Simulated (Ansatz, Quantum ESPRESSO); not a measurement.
# Ballistic transmission: In chain with one bond drawn out by 1.5 Å, part 2 of 4

How well does the junction conduct in the ballistic limit? It is: In chain with one bond drawn out by 1.5 Å.

Quantum ESPRESSO 7.5; plane-wave DFT, LDA, GBRV ultrasoft pseudopotentials; cross-check by Ansatz 0.2.0 with PAW datasets.

So far. Step 2 (SCF with pw.x): The run needed 16 iterations to bring the estimated error under 1e-07 Ry; the largest force on any atom, held or free, is 0.37 eV/Å.

**3. The open system**

Level of this step: transmission by pwcond, lead and junction from one cell; plane-wave DFT, LDA, GBRV ultrasoft pseudopotentials (Quantum ESPRESSO).

prefixt takes both regions from one run: the lead from 0 to bdl, the scattering region from bdl to bds (units of alat). ikind = 1 puts the same lead on both sides. The program's T_tot counts both spins in a run without spin; the tables below give T per spin.

cond.in

```
&inputcond
  outdir = './out'
  prefixt = 'scf'
  tran_file = 'cond.dat'
  bdl = 0.7866666667
  bds = 4.1333333333
  ikind = 1
  ewind = 4.0
  epsproj = 1e-05
  nz1 = 7
  energy0 = 2.0
  denergy = -0.1
/
1
  0.00000000 0.00000000 1.00000000
41
```

Run with:

```bash
OMP_NUM_THREADS=1 mpirun -n 4 pwcond.x -in cond.in > cond.out
```

The program printed:

```text
[banner, memory and clock lines left out]
Program PWCOND v.7.5 starts

          URL

     ./out/scf.save/

     IMPORTANT: XC functional enforced from input :
     Exchange-correlation= PZ
                           (   1   1   0   0   0   0   0)
     Any further DFT definition will be discarded
     Please, verify this is what you really want

     Check: negative core charge=   -0.000001

     negative rho (up, down):  6.113E-03 0.000E+00
     Reading collected, re-writing distributed wavefunctions

===== INPUT FILE containing all the regions =====

     GEOMETRY:

     lattice parameter (alat)  =      14.1729  a.u.
     the volume                =   11767.4083 (a.u.)^3
     the cross section         =     200.8724 (a.u.)^2
     l of the unit cell        =       4.1333 (alat)
     number of atoms/cell      =           10
     number of atomic types    =            1

     crystal axes: (cart. coord. in units of alat)
               a(1) = (  1.0000  0.0000  0.0000 )
               a(2) = (  0.0000  1.0000  0.0000 )
               a(3) = (  0.0000  0.0000  4.1333 )

   Cartesian axes

     site n.     atom                  positions (alat units)
          1        In     tau(  1)=(  0.5000  0.5000  4.1333  )
          2        In     tau(  2)=(  0.5000  0.5000  0.3933  )
          3        In     tau(  3)=(  0.5000  0.5000  0.7867  )
          4        In     tau(  4)=(  0.5000  0.5000  1.1800  )
          5        In     tau(  5)=(  0.5000  0.5000  1.5733  )
          6        In     tau(  6)=(  0.5000  0.5000  2.1667  )
          7        In     tau(  7)=(  0.5000  0.5000  2.5600  )
          8        In     tau(  8)=(  0.5000  0.5000  2.9533  )
          9        In     tau(  9)=(  0.5000  0.5000  3.3467  )
         10        In     tau( 10)=(  0.5000  0.5000  3.7400  )

     nr1s                      =           54
     nr2s                      =           54
     nr3s                      =          225
     nr1sx                     =           54
     nr2sx                     =           54
     nr3sx                     =          225
     nr1                       =           60
     nr2                       =           60
     nr3                       =          243
     nr1x                      =           60
     nr2x                      =           60
     nr3x                      =          243

 _______________________________
  Radii of nonlocal spheres:

     type       ibeta     ang. mom.          radius (alat units)
       In         1         0                    0.1706
       In         2         0                    0.1706
       In         3         1                    0.1706
       In         4         1                    0.1706
       In         5         2                    0.1706
       In         6         2                    0.1706
----- General information -----

--- T calc. with identical leads (ikind=1) ---

     nrx                       =           54
     nry                       =           54
     nz1                       =            7

     energy0               =         2.0E+00
     denergy               =        -1.0E-01
     nenergy               =         41
     ecut2d                =         3.4E+01
     ewind                 =         4.0E+00
     epsproj               =         1.0E-05

     number of k_|| points=    1
                       cryst. coord.
        k(    1) = (   0.0000000   0.0000000), wk =   1.0000000
----- Information about left/right lead -----

     nocros                   =           18
     noins                    =           18
     norb                     =           54
     norbf                    =          162
     nrz                      =           43

      iorb      type   ibeta   ang. mom.   m       position (alat)
        1        1       1        0        1   taunew(   1)=(  0.5000  0.5000  0.0000)
        2        1       2        0        1   taunew(   2)=(  0.5000  0.5000  0.0000)
        3        1       3        1        1   taunew(   3)=(  0.5000  0.5000  0.0000)
        4        1       3        1        2   taunew(   4)=(  0.5000  0.5000  0.0000)
        5        1       3        1        3   taunew(   5)=(  0.5000  0.5000  0.0000)
        6        1       4        1        1   taunew(   6)=(  0.5000  0.5000  0.0000)
        7        1       4        1        2   taunew(   7)=(  0.5000  0.5000  0.0000)
        8        1       4        1        3   taunew(   8)=(  0.5000  0.5000  0.0000)
        9        1       5        2        1   taunew(   9)=(  0.5000  0.5000  0.0000)
       10        1       5        2        2   taunew(  10)=(  0.5000  0.5000  0.0000)
       11        1       5        2        3   taunew(  11)=(  0.5000  0.5000  0.0000)
       12        1       5        2        4   taunew(  12)=(  0.5000  0.5000  0.0000)
       13        1       5        2        5   taunew(  13)=(  0.5000  0.5000  0.0000)
       14        1       6        2        1   taunew(  14)=(  0.5000  0.5000  0.0000)
       15        1       6        2        2   taunew(  15)=(  0.5000  0.5000  0.0000)
       16        1       6        2        3   taunew(  16)=(  0.5000  0.5000  0.0000)
       17        1       6        2        4   taunew(  17)=(  0.5000  0.5000  0.0000)
       18        1       6        2        5   taunew(  18)=(  0.5000  0.5000  0.0000)
       19        1       1        0        1   taunew(  19)=(  0.5000  0.5000  0.3933)
       20        1       2        0        1   taunew(  20)=(  0.5000  0.5000  0.3933)
       21        1       3        1        1   taunew(  21)=(  0.5000  0.5000  0.3933)
       22        1       3        1        2   taunew(  22)=(  0.5000  0.5000  0.3933)
       23        1       3        1        3   taunew(  23)=(  0.5000  0.5000  0.3933)
       24        1       4        1        1   taunew(  24)=(  0.5000  0.5000  0.3933)
       25        1       4        1        2   taunew(  25)=(  0.5000  0.5000  0.3933)
       26        1       4        1        3   taunew(  26)=(  0.5000  0.5000  0.3933)
       27        1       5        2        1   taunew(  27)=(  0.5000  0.5000  0.3933)
       28        1       5        2        2   taunew(  28)=(  0.5000  0.5000  0.3933)
       29        1       5        2        3   taunew(  29)=(  0.5000  0.5000  0.3933)
       30        1       5        2        4   taunew(  30)=(  0.5000  0.5000  0.3933)
       31        1       5        2        5   taunew(  31)=(  0.5000  0.5000  0.3933)
       32        1       6        2        1   taunew(  32)=(  0.5000  0.5000  0.3933)
       33        1       6        2        2   taunew(  33)=(  0.5000  0.5000  0.3933)
       34        1       6        2        3   taunew(  34)=(  0.5000  0.5000  0.3933)
[...]
141        1       6        2        2   taunew( 141)=(  0.5000  0.5000  2.9533)
      142        1       6        2        3   taunew( 142)=(  0.5000  0.5000  2.9533)
      143        1       6        2        4   taunew( 143)=(  0.5000  0.5000  2.9533)
      144        1       6        2        5   taunew( 144)=(  0.5000  0.5000  2.9533)
      145        1       1        0        1   taunew( 145)=(  0.5000  0.5000  3.3467)
      146        1       2        0        1   taunew( 146)=(  0.5000  0.5000  3.3467)
      147        1       3        1        1   taunew( 147)=(  0.5000  0.5000  3.3467)
      148        1       3        1        2   taunew( 148)=(  0.5000  0.5000  3.3467)
      149        1       3        1        3   taunew( 149)=(  0.5000  0.5000  3.3467)
      150        1       4        1        1   taunew( 150)=(  0.5000  0.5000  3.3467)
      151        1       4        1        2   taunew( 151)=(  0.5000  0.5000  3.3467)
      152        1       4        1        3   taunew( 152)=(  0.5000  0.5000  3.3467)
      153        1       5        2        1   taunew( 153)=(  0.5000  0.5000  3.3467)
      154        1       5        2        2   taunew( 154)=(  0.5000  0.5000  3.3467)
      155        1       5        2        3   taunew( 155)=(  0.5000  0.5000  3.3467)
      156        1       5        2        4   taunew( 156)=(  0.5000  0.5000  3.3467)
      157        1       5        2        5   taunew( 157)=(  0.5000  0.5000  3.3467)
      158        1       6        2        1   taunew( 158)=(  0.5000  0.5000  3.3467)
      159        1       6        2        2   taunew( 159)=(  0.5000  0.5000  3.3467)
      160        1       6        2        3   taunew( 160)=(  0.5000  0.5000  3.3467)
      161        1       6        2        4   taunew( 161)=(  0.5000  0.5000  3.3467)
      162        1       6        2        5   taunew( 162)=(  0.5000  0.5000  3.3467)
 ngper, shell number =          545          70
 ngper, n2d =          545         147
---  E-Ef =    2.0000000  k =    0.0000000   0.0000000
---  ie =          1  ik =          1
 Nchannels of the left tip =            3
 Right moving states:
   k1(2pi/a)   k2(2pi/a)   E-Ef (eV)
  -0.3137167   0.0000068   2.0000000
  -0.3137167   0.0000068   2.0000000
   0.3191410  -0.0000200   2.0000000
 Left moving states:
   k1(2pi/a)   k2(2pi/a)   E-Ef (eV)
   0.3137167   0.0000068   2.0000000
   0.3137167   0.0000068   2.0000000
  -0.3191410  -0.0000200   2.0000000

 to transmit
 Band j to band i transmissions and reflections:
    j         i     |T_ij|^2    |R_ij|^2

    1 -->     1     0.19226     0.09427
    1 -->     2     0.00000     0.71347
    1 -->     3     0.00000     0.00000
   Total T_j, R_j =    0.19226  0.80774

    2 -->     1     0.00000     0.71347
    2 -->     2     0.19226     0.09427
    2 -->     3     0.00000     0.00000
   Total T_j, R_j =    0.19226  0.80774

    3 -->     1     0.00000     0.00000
    3 -->     2     0.00000     0.00000
    3 -->     3     0.62727     0.37273
   Total T_j, R_j =    0.62727  0.37273

E-Ef(ev), T(x2 spins) =    2.0000000   2.0235798
---  E-Ef =    1.9000000  k =    0.0000000   0.0000000
---  ie =          2  ik =          1
 Nchannels of the left tip =            3
 Right moving states:
   k1(2pi/a)   k2(2pi/a)   E-Ef (eV)
   0.3113126  -0.0000202   1.9000000
  -0.3317506   0.0000067   1.9000000
  -0.3317506   0.0000067   1.9000000
 Left moving states:
   k1(2pi/a)   k2(2pi/a)   E-Ef (eV)
  -0.3113126  -0.0000202   1.9000000
   0.3317506   0.0000067   1.9000000
   0.3317506   0.0000067   1.9000000

 to transmit
 Band j to band i transmissions and reflections:
    j         i     |T_ij|^2    |R_ij|^2

    1 -->     1     0.60941     0.39059
    1 -->     2     0.00000     0.00000
    1 -->     3     0.00000     0.00000
   Total T_j, R_j =    0.60941  0.39059

    2 -->     1     0.00000     0.00000
    2 -->     2     0.19564     0.06013
    2 -->     3     0.00000     0.74423
   Total T_j, R_j =    0.19564  0.80436

    3 -->     1     0.00000     0.00000
    3 -->     2     0.00000     0.74423
    3 -->     3     0.19564     0.06013
   Total T_j, R_j =    0.19564  0.80436

E-Ef(ev), T(x2 spins) =    1.9000000   2.0013923
---  E-Ef =    1.8000000  k =    0.0000000   0.0000000
---  ie =          3  ik =          1
 Nchannels of the left tip =            3
 Right moving states:
   k1(2pi/a)   k2(2pi/a)   E-Ef (eV)
   0.3034430  -0.0000204   1.8000000
  -0.3500036   0.0000066   1.8000000
  -0.3500036   0.0000066   1.8000000
 Left moving states:
   k1(2pi/a)   k2(2pi/a)   E-Ef (eV)
  -0.3034430  -0.0000204   1.8000000
   0.3500036   0.0000066   1.8000000
   0.3500036   0.0000066   1.8000000

 to transmit
 Band j to band i transmissions and reflections:
    j         i     |T_ij|^2    |R_ij|^2

    1 -->     1     0.59459     0.40541
    1 -->     2     0.00000     0.00000
    1 -->     3     0.00000     0.00000
   Total T_j, R_j =    0.59459  0.40541

    2 -->     1     0.00000     0.00000
    2 -->     2     0.19766     0.04220
    2 -->     3     0.00000     0.76014
   Total T_j, R_j =    0.19766  0.80234

    3 -->     1     0.00000     0.00000
    3 -->     2     0.00000     0.76014
    3 -->     3     0.19766     0.04220
   Total T_j, R_j =    0.19766  0.80234

E-Ef(ev), T(x2 spins) =    1.8000000   1.9798178
[... further energies and points left out ...]
---  E-Ef =   -1.8000000  k =    0.0000000   0.0000000
---  ie =         39  ik =          1
 Nchannels of the left tip =            0
 Right moving states:
   k1(2pi/a)   k2(2pi/a)   E-Ef (eV)
 Left moving states:
   k1(2pi/a)   k2(2pi/a)   E-Ef (eV)

 to transmit
          E-Ef(ev), T =   -1.8000000   0.0000000
---  E-Ef =   -1.9000000  k =    0.0000000   0.0000000
---  ie =         40  ik =          1
 Nchannels of the left tip =            0
 Right moving states:
   k1(2pi/a)   k2(2pi/a)   E-Ef (eV)
 Left moving states:
   k1(2pi/a)   k2(2pi/a)   E-Ef (eV)

 to transmit
          E-Ef(ev), T =   -1.9000000   0.0000000
---  E-Ef =   -2.0000000  k =    0.0000000   0.0000000
---  ie =         41  ik =          1
 Nchannels of the left tip =            0
 Right moving states:
   k1(2pi/a)   k2(2pi/a)   E-Ef (eV)
 Left moving states:
   k1(2pi/a)   k2(2pi/a)   E-Ef (eV)

 to transmit
          E-Ef(ev), T =   -2.0000000   0.0000000
   T_tot     2.00000      0.20236E+01
   T_tot     1.90000      0.20014E+01
   T_tot     1.80000      0.19798E+01
   T_tot     1.70000      0.19588E+01
   T_tot     1.60000      0.19377E+01
   T_tot     1.50000      0.19137E+01
   T_tot     1.40000      0.18815E+01
   T_tot     1.30000      0.18345E+01
   T_tot     1.20000      0.17664E+01
   T_tot     1.10000      0.16442E+01
   T_tot     1.00000      0.17494E+01
   T_tot     0.90000      0.16356E+01
   T_tot     0.80000      0.15857E+01
   T_tot     0.70000      0.15614E+01
   T_tot     0.60000      0.15530E+01
   T_tot     0.50000      0.15486E+01
   T_tot     0.40000      0.15412E+01
   T_tot     0.30000      0.15490E+01
   T_tot     0.20000      0.16292E+01
   T_tot     0.10000      0.19018E+01
   T_tot    -0.00000      0.22788E+01
   T_tot    -0.10000      0.17492E+01
   T_tot    -0.20000      0.92334E+00
   T_tot    -0.30000      0.90479E+00
   T_tot    -0.40000      0.88432E+00
   T_tot    -0.50000      0.86237E+00
   T_tot    -0.60000      0.83949E+00
   T_tot    -0.70000      0.81610E+00
   T_tot    -0.80000      0.79217E+00
   T_tot    -0.90000      0.76637E+00
   T_tot    -1.00000      0.73344E+00
   T_tot    -1.10000      0.67357E+00
   T_tot    -1.20000      0.48017E+00
   T_tot    -1.30000      0.00000E+00
   T_tot    -1.40000      0.00000E+00
   T_tot    -1.50000      0.00000E+00
   T_tot    -1.60000      0.00000E+00
   T_tot    -1.70000      0.00000E+00
   T_tot    -1.80000      0.00000E+00
   T_tot    -1.90000      0.00000E+00
   T_tot    -2.00000      0.00000E+00

Note: The following floating-point exceptions are signalling: IEEE_UNDERFLOW_FLAG
Note: The following floating-point exceptions are signalling: IEEE_UNDERFLOW_FLAG
Note: The following floating-point exceptions are signalling: IEEE_UNDERFLOW_FLAG
Note: The following floating-point exceptions are signalling: IEEE_UNDERFLOW_FLAG
```

Elapsed: 2.7 min, on 4 MPI ranks of Arm Neoverse V2, shared host; peak memory 0.42 GiB; 11 min of CPU time.

Read from the output:

```
lead channels at the Fermi level, one spin : 3
transmission at the Fermi level, one spin  : 1.139
conductance                                : 1.139 G₀
```

Per spin. Open channels against energy, zero at the Fermi level:

| energy (eV) | open channels |
| --- | --- |
| -2.00 | 0 |
| -1.80 | 0 |
| -1.50 | 0 |
| -1.30 | 0 |
| -1.10 | 1 |
| -0.80 | 1 |
| -0.60 | 1 |
| -0.40 | 1 |
| -0.10 | 3 |
| 0.00 | 3 |
| 0.10 | 3 |
| 0.40 | 3 |
| 0.60 | 3 |
| 0.80 | 3 |
| 1.10 | 3 |
| 1.30 | 3 |
| 1.50 | 3 |
| 1.80 | 3 |
| 2.00 | 3 |

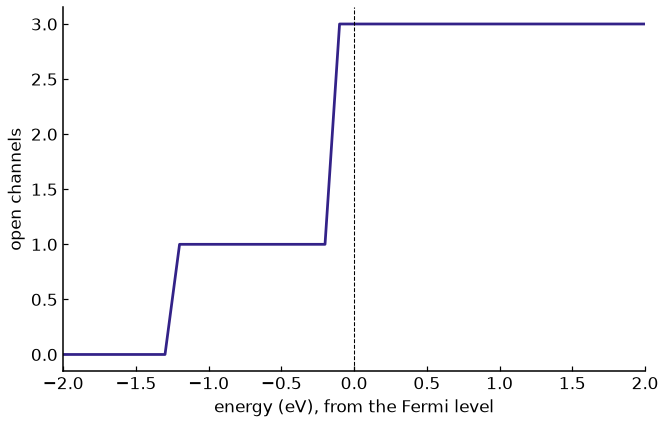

Open channels, plotted against energy.

Per spin. Table of transmission by energy, zero at the Fermi level:

| energy (eV) | transmission |
| --- | --- |
| -2.00 | 0 |
| -1.80 | 0 |
| -1.50 | 0 |
| -1.30 | 0 |
| -1.10 | 0.337 |
| -0.80 | 0.396 |
| -0.60 | 0.420 |
| -0.40 | 0.442 |
| -0.10 | 0.875 |
| 0.00 | 1.14 |
| 0.10 | 0.951 |
| 0.40 | 0.771 |
| 0.60 | 0.777 |
| 0.80 | 0.793 |
| 1.10 | 0.822 |
| 1.30 | 0.917 |
| 1.50 | 0.957 |
| 1.80 | 0.990 |
| 2.00 | 1.01 |

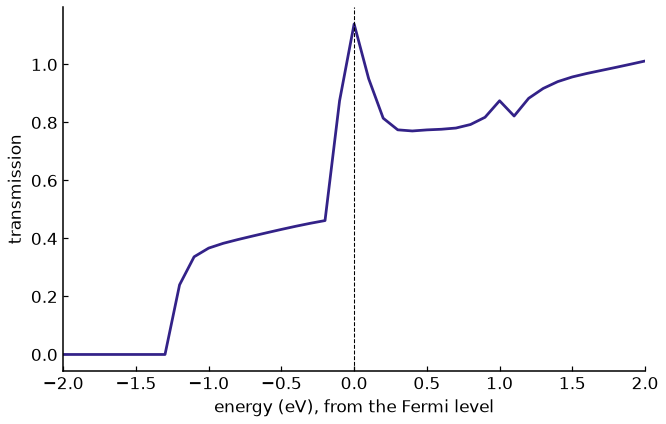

Transmission against energy.

The program's own clock; routines nest. Time by routine:

| routine | wall time (s) | calls |
| --- | --- | --- |
| PWCOND | 164.4 | 1 |
| scatter_forw | 133.9 | 82 |
| compbs | 17.54 | 41 |
| compbs_2 | 14.51 | 41 |
| local | 9.8 | 1 |
| init | 0.76 | 1 |
| poten | 0.09 | 1 |

At no point does T exceed the number of channels.

[end of part 2 of 4]

[Logs are printed without paths, hosts, clocks, repeated set-up lines and the standing remarks that a program may print on its own settings, such as how far it seeks lower states.]

[Hosts, paths, dates, database ids (printed as entryN), source tags and the programs' standing remarks are cut or masked in the printed files.]

[Maps of the electrostatic potential energy from Ansatz leave out the sawtooth potential of an applied field or a dipole correction, so their vacuum need not be flat; planar profiles and work functions include it.]
